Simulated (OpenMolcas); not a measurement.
**SnCl2F2: a line through the functionals**

The species is SnCl2F2 (5 atoms), meant as a singlet with charge 0. SMILES: `[F][Sn]([F])([Cl])[Cl]`. The shape is that of a PBE0-D4/def2-TZVP optimisation.

The vertical ionisation energy (to the doublet cation) y, in eV, basis def2-SVP with a core potential; a is the functional's share of exact exchange. Programs: OpenMolcas 26.06.

```
functional     program     a  y (eV)
      TPSS  OpenMolcas     0   11.85
    r2SCAN  OpenMolcas     0   12.14
     B3LYP  OpenMolcas   0.2   12.20
      PBE0  OpenMolcas  0.25       ?
     BHLYP  OpenMolcas   0.5   12.67
```

Problem. Fit y = c + s·a to the known rows and predict PBE0.

Solution. 
1. Means of the 4 rows: a = 0.1750, y = 12.215.
2. Σ(Δa)² = 0.1675, Σ(Δa·Δy) = 0.2245, so the slope is 0.2245/0.1675 = 1.3403.
3. Intercept: 12.215 − (1.3403) × 0.1750 = 11.980. The largest residual of the fit is 0.16.
4. PBE0: 11.980 + (1.3403) × 0.25 = 12.32 eV.

The run gave 12.39 eV, so the prediction is off by -0.07 eV, within the largest residual. The rows mix families of semi-local functionals, which the line can't see. Spin-orbit coupling is left out.

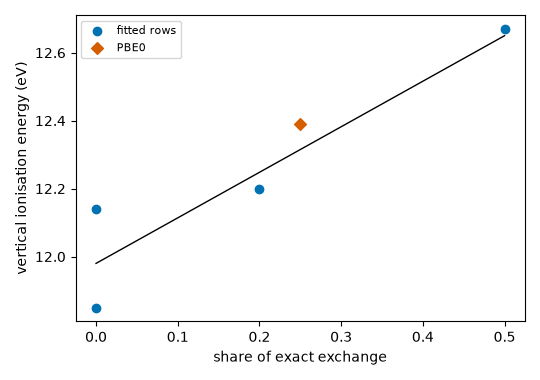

The fitted line, with the withheld row.
